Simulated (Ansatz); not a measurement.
# CH7B2N: what the fields show

```xyz
11

C    -0.8476    1.6187    0.0987
B    -0.2920    0.2634    0.6695
B     0.6857   -0.8188   -0.1797
N     0.2670   -1.9297   -0.9159
H    -1.8488    1.8727    0.4875
H    -0.8362    1.7295   -0.9966
H    -0.1761    2.4011    0.5131
H    -0.5083    0.0603    1.8515
H     1.8893   -0.6206   -0.1557
H     0.9084   -2.5485   -1.3994
H    -0.7012   -2.2131   -1.0163
```

All numbers below come from Ansatz, RKS B3LYP-D4/def2-SVP.

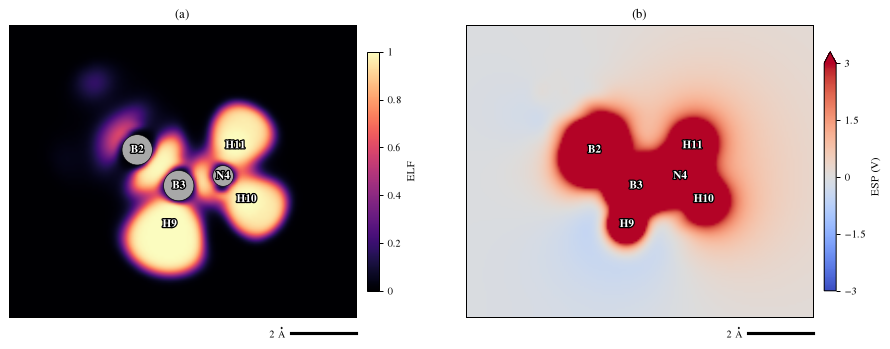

Figure 1. (a) ELF; (b) molecular electrostatic potential on the plane of atoms H10, N4 and H11. Grey discs cover the atomic cores in the ELF map.

Q: Describe what can be read from this map.

A:
- The plane passes through B, N and H nuclei.
- B–N (1.40 Å): the ELF peaks at about 0.95 between the atoms, as expected for a polar covalent bond.
- B–B (1.69 Å): the ELF peaks at about 1 between the atoms; a shared electron pair.
- N–H (1.01 Å): the ELF climbs to about 1 towards the hydrogen, as it does in any bond to H: an ordinary covalent bond to hydrogen.
- B–H (1.22 Å): the ELF climbs to about 1 towards the hydrogen; a covalent bond by its length.
- Outside the dense part of the molecule the potential is most negative (−0.5 V) near H9.

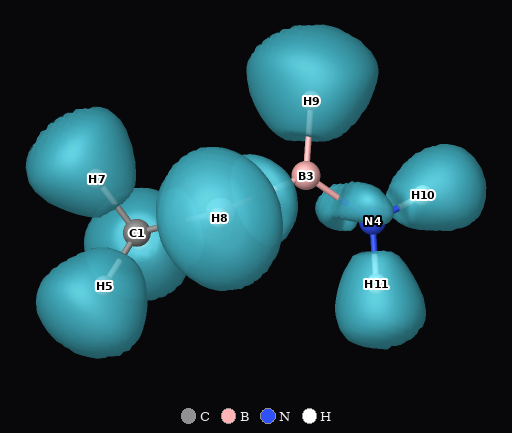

Figure 2. Isosurface of the ELF at 0.85 (cyan), seen at a tilt. Core shells and regions of very low density are left out.

Q: What do the ELF domains correspond to?

A: The ELF exceeds this value in one region between bonded B–B atoms (shared pairs), one region between bonded B–C atoms (shared pairs), one region between bonded B–N atoms (shared pairs) and seven regions around hydrogen nuclei. Profiles from the grid: C–B (1.57 Å): the ELF peaks at about 1 between the atoms, as expected for localised, covalent bonding.

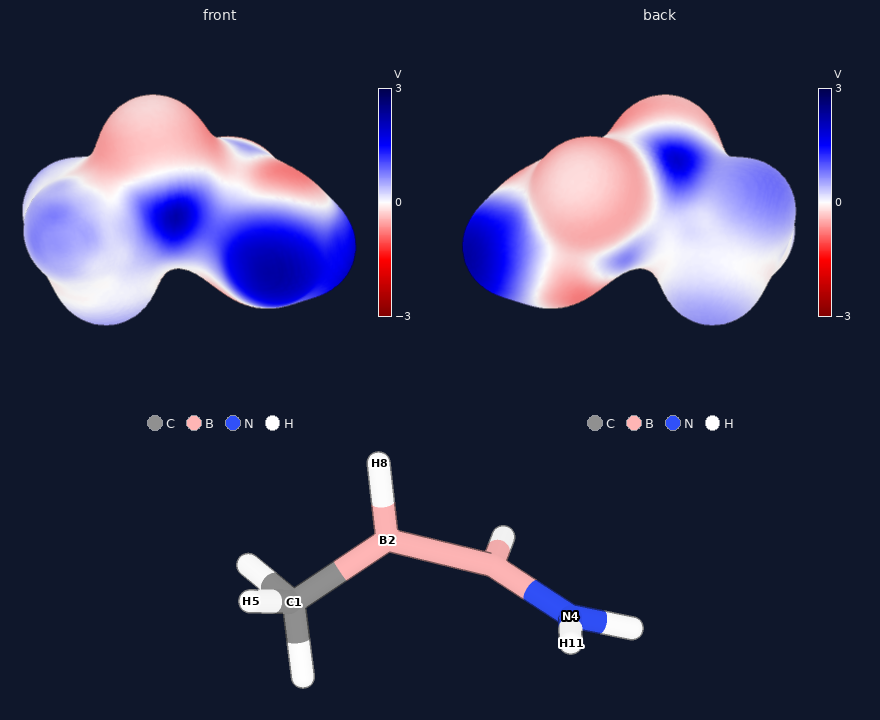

Figure 3. The molecular electrostatic potential painted on the density surface at 0.004 e/bohr³, seen from the front and from behind; red is negative and blue positive. The bare structure is drawn below in the same view.

Q: Describe the electrostatic potential map.

A: The most negative region (about −0.7 V) lies over N4, the most positive (about +2.2 V) over B2, H10 and H11.
